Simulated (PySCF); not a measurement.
**Geometry relaxation, with input and output: C₆H₁₂Cl₄Ge₄**

C₆H₁₂Cl₄Ge₄ ((ClGe)4CH26 adamantane), computed with PBE0-D3(BJ)/def2-SVP geometry optimisation, gas phase (PySCF 2.14.0).

It belongs to a series of runs on one base structure; here: Cl, CH2.

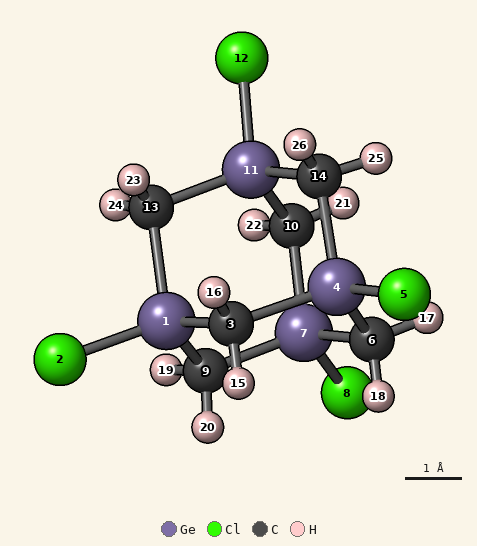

The structure as given in the input (ball-and-stick view, seen on its broad side; atoms are numbered from 1 in the order of the input). Sticks mark near contacts.

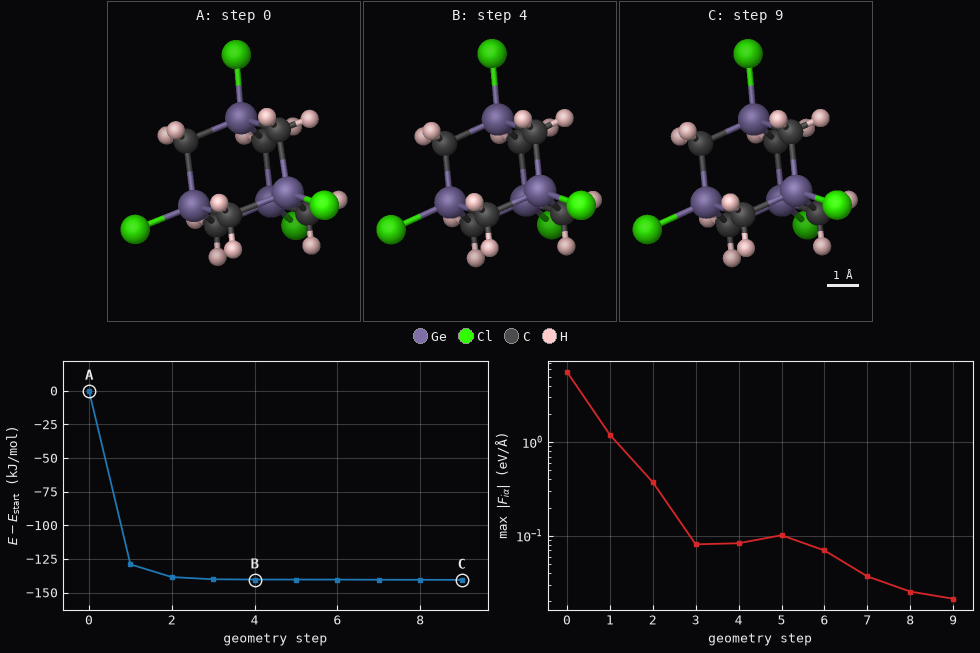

Frames of the relaxation (ball-and-stick view, seen at a tilt) above the curves, on which the letters mark them (steps are counted from 0).

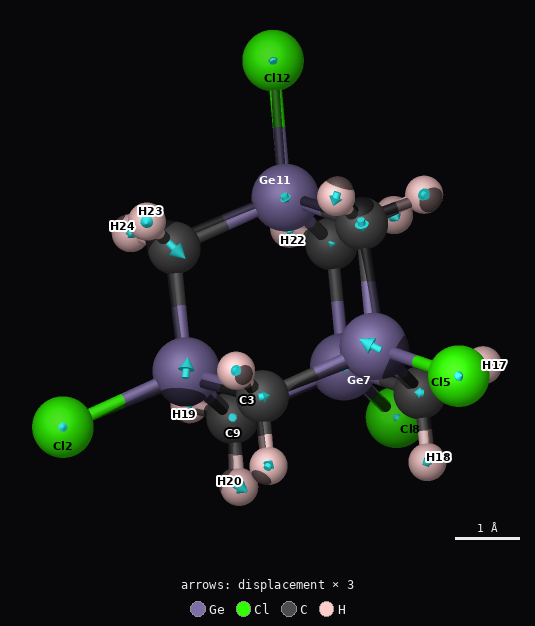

Start (faint) and end (solid) with the displacements as teal arrows, magnified 3 times (ball-and-stick view, seen at a tilt). The two geometries are laid on each other by the best rigid fit. The energy falls by 140.5 kJ/mol in 9 geometry steps. Largest force component: 5.6 eV/Å at the start, 0.021 eV/Å at the end. The largest moves after the best rigid fit, 0.13 Å, are those of Ge4 and C13. Largest moves by element: Ge 0.13 Å, C 0.13 Å, H 0.09 Å, Cl 0.04 Å. Distances before and after: Ge1–C13 2.161 → 1.953 Å, C3–Ge4 2.090 → 1.950 Å, Ge4–Cl5 2.036 → 2.170 Å, C13–H23 1.006 → 1.101 Å. Among the angles that change: Ge4–C14–H25 101.2° → 109.9°, C3–Ge4–C14 102.9° → 109.4°, Ge1–C3–H16 116.1° → 109.6°. (Atoms are counted from 1 in the order of the input.)

The input that produced these results follows, with the program's output.

Input
```
{"job": {"xc": "PBE0", "basis": "def2-SVP", "d3": "d3bj", "grid": 1, "maxiter": 40, "shake": 0.03, "kind": "geom"}, "charge": 0, "multiplicity": 1}
Ge    -1.011540    -1.745660     0.070640
Cl    -2.236320    -3.465500     0.115000
C      0.128630    -1.651160     1.568580
Ge     1.359490     0.036840     1.520060
Cl     2.599490     0.042890     3.135500
C      2.278600     0.117770    -0.175540
Ge     1.050160     0.063890    -1.698120
Cl     2.158370     0.160460    -3.531220
C     -0.053980    -1.588950    -1.586960
C     -0.196200     1.637450    -1.565390
Ge    -1.237310     1.559460     0.134130
Cl    -2.486980     3.247220     0.245160
C     -2.374730    -0.069860     0.138430
C     -0.002480     1.610290     1.667550
H      0.835240    -2.542700     1.549290
H     -0.365070    -1.655250     2.554460
H      2.895660     1.046080    -0.208350
H      2.943230    -0.727740    -0.211400
H     -0.738260    -1.662830    -2.486140
H      0.535740    -2.449470    -1.700250
H      0.345400     2.566370    -1.668000
H     -0.851360     1.584850    -2.469410
H     -2.843980    -0.104850     1.027080
H     -3.010260    -0.108280    -0.681210
H      0.676900     2.487570     1.643420
H     -0.539850     1.617020     2.582640
```

The first line tells a small driver script what to run in PySCF; the rest is the geometry in Å.

Launch command:
```bash
OMP_NUM_THREADS=2 python <driver script> task.json out
```

Log
```
step   0  E = -10381.25921351  max force = 0.109330
step   1  E = -10381.30834778  max force = 0.023304
step   2  E = -10381.31195331  max force = 0.007255
step   3  E = -10381.31257617  max force = 0.001577
step   4  E = -10381.31264813  max force = 0.001620
step   5  E = -10381.31265414  max force = 0.001973
step   6  E = -10381.31267051  max force = 0.001358
step   7  E = -10381.31270696  max force = 0.000717
step   8  E = -10381.31272764  max force = 0.000494
step   9  E = -10381.31273249  max force = 0.000413
optimisation converged
```

Trajectory as extended XYZ (Å, eV, eV/Å), 4 of the 10 frames kept, from step=0 to step=9
```
26
Properties=species:S:1:pos:R:3:forces:R:3 step=0 energy=-282488.45183
Ge   -1.0115   -1.7457    0.0706   -1.9526   2.9768  -0.3078
Cl   -2.2363   -3.4655    0.1150   -0.5242  -1.0008  -0.0167
C     0.1286   -1.6512    1.5686    2.6766   0.0696   0.7861
Ge    1.3595    0.0368    1.5201   -4.5378  -0.0329  -1.7002
Cl    2.5995    0.0429    3.1355    1.7222  -0.0402   2.0195
C     2.2786    0.1178   -0.1755    0.0205   0.9403  -0.0989
Ge    1.0502    0.0639   -1.6981   -1.3447   0.4332   0.8904
Cl    2.1584    0.1605   -3.5312    0.1994  -0.0301  -0.3309
C    -0.0540   -1.5890   -1.5870   -0.9360   1.4030  -1.2773
C    -0.1962    1.6375   -1.5654   -0.2625  -1.3632  -0.2979
Ge   -1.2373    1.5595    0.1341    0.8481  -1.4962  -0.5636
Cl   -2.4870    3.2472    0.2452   -0.8292   1.1907   0.0698
C    -2.3747   -0.0699    0.1384    5.6220  -0.6700  -1.4764
C    -0.0025    1.6103    1.6676    2.1364  -0.9293  -1.7837
H     0.8352   -2.5427    1.5493   -0.6707   0.7257   0.0664
H    -0.3651   -1.6553    2.5545   -0.1361   0.0081  -0.1965
H     2.8957    1.0461   -0.2084   -0.2410  -0.3852  -0.0639
H     2.9432   -0.7277   -0.2114    0.6634  -0.6819  -0.1289
H    -0.7383   -1.6628   -2.4861    0.3202   0.3866   0.8813
H     0.5357   -2.4495   -1.7003    1.5033  -1.5973  -0.0966
H     0.3454    2.5664   -1.6680    0.4989   0.6089   0.1393
H    -0.8514    1.5849   -2.4694    0.0516  -0.0429   0.5618
H    -2.8440   -0.1048    1.0271   -2.1932  -0.2707   3.5852
H    -3.0103   -0.1083   -0.6812   -1.5325  -0.0749  -1.8705
H     0.6769    2.4876    1.6434   -0.4765   0.0498  -0.1020
H    -0.5399    1.6170    2.5826   -0.6255  -0.1772   1.3120
26
Properties=species:S:1:pos:R:3:forces:R:3 step=3 energy=-282489.90390
Ge   -1.0493   -1.6481    0.0616   -0.0305  -0.0415  -0.0409
Cl   -2.2199   -3.4842    0.1155    0.0393   0.0322   0.0217
C     0.2130   -1.6240    1.5471   -0.0010   0.0176   0.0749
Ge    1.2676    0.0184    1.4787    0.0169  -0.0249  -0.0105
Cl    2.6829    0.0245    3.1280    0.0079   0.0097  -0.0376
C     2.2420    0.1139   -0.2077    0.0417   0.0014  -0.0028
Ge    0.9729    0.0976   -1.6886    0.0042  -0.0262   0.0133
Cl    2.0648    0.2261   -3.5640   -0.0184   0.0119  -0.0045
C    -0.0687   -1.5533   -1.6259   -0.0215  -0.0140  -0.0349
C    -0.2392    1.6198   -1.5462   -0.0254   0.0000  -0.0190
Ge   -1.2065    1.5264    0.1456   -0.0393   0.0781   0.0048
Cl   -2.5224    3.2542    0.3241    0.0397  -0.0697   0.0025
C    -2.2556   -0.1173    0.2041    0.0056  -0.0266   0.0811
C     0.0735    1.5530    1.6184   -0.0261   0.0272   0.0359
H     0.8738   -2.5029    1.5011    0.0123   0.0061  -0.0294
H    -0.3283   -1.6631    2.5055   -0.0191  -0.0112  -0.0243
H     2.8456    1.0340   -0.2396   -0.0164   0.0065   0.0042
H     2.9307   -0.7411   -0.2911   -0.0234  -0.0031  -0.0109
H    -0.7846   -1.5733   -2.4625    0.0151   0.0008  -0.0056
H     0.5965   -2.4254   -1.7311   -0.0234   0.0295   0.0304
H     0.3234    2.5636   -1.6101    0.0082  -0.0076   0.0120
H    -0.9542    1.5942   -2.3832    0.0008   0.0128   0.0003
H    -2.8106   -0.1730    1.1557    0.0209   0.0037  -0.0794
H    -2.9837   -0.1336   -0.6221    0.0145   0.0031   0.0266
H     0.6504    2.4895    1.5726    0.0276  -0.0128   0.0162
H    -0.4557    1.5300    2.5839   -0.0101  -0.0030  -0.0241
26
Properties=species:S:1:pos:R:3:forces:R:3 step=6 energy=-282489.90647
Ge   -1.0326   -1.6582    0.0826    0.0349   0.0113   0.0111
Cl   -2.1570   -3.5130    0.2068   -0.0254  -0.0047   0.0092
C     0.2932   -1.6421    1.5154   -0.0245  -0.0135  -0.0597
Ge    1.3230    0.0093    1.4183    0.0659   0.0103   0.0481
Cl    2.8382    0.0212    2.9757   -0.0382  -0.0038  -0.0082
C     2.2201    0.1319   -0.3096   -0.0597   0.0005  -0.0161
Ge    0.8864    0.1233   -1.7309    0.0004   0.0201  -0.0329
Cl    1.8827    0.2939   -3.6556   -0.0022  -0.0176  -0.0012
C    -0.1346   -1.5394   -1.6479   -0.0136   0.0338   0.0396
C    -0.3156    1.6454   -1.5118   -0.0051  -0.0093   0.0301
Ge   -1.2059    1.5248    0.2200    0.0409  -0.0587   0.0010
Cl   -2.5333    3.2215    0.4809   -0.0240   0.0455   0.0043
C    -2.2321   -0.1353    0.3001   -0.0248   0.0280  -0.0440
C     0.1292    1.5349    1.6442   -0.0030   0.0040  -0.0345
H     0.9610   -2.5112    1.4148    0.0010   0.0024   0.0139
H    -0.2220   -1.7141    2.4853    0.0273   0.0020   0.0175
H     2.8118    1.0588   -0.3528    0.0112  -0.0058  -0.0095
H     2.9044   -0.7203   -0.4362    0.0212  -0.0005   0.0067
H    -0.8759   -1.5660   -2.4608   -0.0027  -0.0101   0.0000
H     0.5406   -2.3990   -1.7699    0.0190  -0.0246  -0.0269
H     0.2582    2.5825   -1.5739    0.0007   0.0049  -0.0070
H    -1.0641    1.6488   -2.3188    0.0008   0.0043  -0.0012
H    -2.7605   -0.2054    1.2611   -0.0041  -0.0088   0.0698
H    -2.9912   -0.1393   -0.4967    0.0021  -0.0021  -0.0266
H     0.7078    2.4705    1.6079   -0.0051   0.0024  -0.0002
H    -0.3731    1.4826    2.6217    0.0072  -0.0099   0.0167
26
Properties=species:S:1:pos:R:3:forces:R:3 step=9 energy=-282489.90816
Ge   -1.0327   -1.6566    0.0836   -0.0059   0.0003   0.0097
Cl   -2.1718   -3.5041    0.2092   -0.0022   0.0040   0.0077
C     0.2954   -1.6422    1.5116   -0.0014   0.0044   0.0068
Ge    1.3251    0.0112    1.4206    0.0006   0.0005  -0.0213
Cl    2.8184    0.0211    2.9946    0.0138  -0.0007   0.0001
C     2.2206    0.1322   -0.3087    0.0083  -0.0017   0.0049
Ge    0.8891    0.1225   -1.7324   -0.0137  -0.0042  -0.0014
Cl    1.8918    0.2788   -3.6544   -0.0078  -0.0051  -0.0054
C    -0.1351   -1.5385   -1.6463    0.0023  -0.0089  -0.0026
C    -0.3126    1.6443   -1.5123    0.0030  -0.0013  -0.0074
Ge   -1.2060    1.5226    0.2174   -0.0049   0.0082   0.0076
Cl   -2.5304    3.2279    0.4709    0.0103  -0.0016   0.0019
C    -2.2357   -0.1338    0.2987    0.0000  -0.0012   0.0062
C     0.1267    1.5340    1.6420    0.0034  -0.0002   0.0013
H     0.9651   -2.5100    1.4122    0.0014   0.0007  -0.0062
H    -0.2094   -1.7131    2.4873    0.0015  -0.0044   0.0001
H     2.8146    1.0577   -0.3567   -0.0016   0.0008  -0.0016
H     2.9080   -0.7188   -0.4315   -0.0019   0.0008  -0.0032
H    -0.8786   -1.5648   -2.4577   -0.0016   0.0037   0.0011
H     0.5390   -2.3993   -1.7762   -0.0036   0.0040   0.0007
H     0.2602    2.5823   -1.5746   -0.0016   0.0002   0.0036
H    -1.0602    1.6488   -2.3203   -0.0010   0.0007   0.0008
H    -2.7585   -0.2050    1.2651    0.0038   0.0008  -0.0091
H    -2.9934   -0.1413   -0.4999   -0.0013  -0.0009   0.0058
H     0.7022    2.4716    1.6066   -0.0014   0.0013   0.0009
H    -0.3730    1.4785    2.6212    0.0016  -0.0006  -0.0011
```

Results in brief

```csv
quantity,value
outcome,converged
total energy,−10381.312732 hartree
dipole moment,0.06 D
hardware,"2 CPU threads, shared host"
wall time,15 min (CPU time 31 min)
peak memory,4.7 GiB
```
